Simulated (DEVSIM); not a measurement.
Device: Si p+/n-/n+ power diode, at 300 K.

```csv
layer (left to right),material,thickness (μm),Nd (cm⁻³),Na (cm⁻³),τn (s),τp (s)
1,Si,0.830,-,3.1e18,0.00051,5.1e-5
2,Si,6.00,3.9e15,-,5.1e-5,5.1e-5
3,Si,2.00,3.2e18,-,5.1e-5,5.1e-5
```

Left contact: ohmic. Right contact: ohmic. Voltage is applied to the left contact. Recombination: SRH at mid-gap, radiative. Mobility is constant in doping.

The device is made up for the run: typed textbook-type constants, with dimensions and the other settings drawn at random. Values at 300 K.

```
parameter           Si
-------------  -------
gap (eV)         1.124
affinity (eV)     4.05
permittivity      11.7
Nc (cm⁻³)      2.86e19
Nv (cm⁻³)       3.1e19
μn (cm²/Vs)       1417
μp (cm²/Vs)        470
B (cm³/s)      4.7e-15
```

Simulated with DEVSIM: 1D drift-diffusion, Boltzmann statistics, complete ionisation; no tunnelling, impact ionisation, image-force lowering or self-heating.

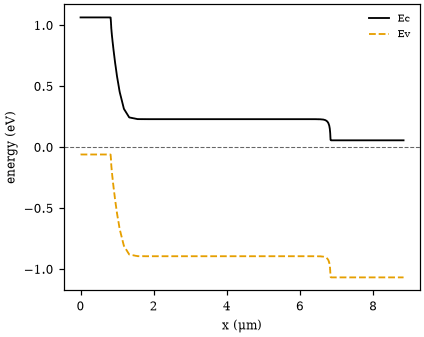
Fig. 1. Band edges at zero bias

Energies count from the Fermi level of the right contact; mesh points crowd at the junctions.

```csv
x (μm),Ec (eV),Ev (eV),n (cm⁻³),p (cm⁻³),field (V/cm)
0.000,1.065,-0.060,< 1e2,3.1e18,≈ 0
0.04118,1.065,-0.060,< 1e2,3.1e18,≈ 0
0.1487,1.065,-0.060,< 1e2,3.1e18,≈ 0
0.4150,1.065,-0.060,< 1e2,3.1e18,≈ 0
0.7362,1.065,-0.060,< 1e2,3.1e18,≈ 0
0.8098,1.065,-0.060,< 1e2,3.1e18,-28
0.8406,0.975,-0.149,1200,9.7e16,-41000
0.9438,0.696,-0.428,5.9e7,2.0e12,-23000
1.186,0.315,-0.809,1.5e14,790000,-8500
1.851,0.230,-0.894,3.9e15,30000,≈ 0
3.682,0.230,-0.894,3.9e15,30000,≈ 0
6.026,0.230,-0.894,3.9e15,30000,≈ 0
6.553,0.229,-0.895,4.0e15,29000,-140
6.745,0.211,-0.913,8.1e15,14000,-3300
6.825,0.113,-1.011,3.6e17,320,-52000
6.860,0.057,-1.067,3.2e18,< 1e2,≈ 0
6.959,0.057,-1.067,3.2e18,< 1e2,≈ 0
7.221,0.057,-1.067,3.2e18,< 1e2,≈ 0
8.167,0.057,-1.067,3.2e18,< 1e2,≈ 0
8.600,0.057,-1.067,3.2e18,< 1e2,≈ 0
8.761,0.057,-1.067,3.2e18,< 1e2,≈ 0
8.830,0.057,-1.067,3.2e18,< 1e2,≈ 0
```
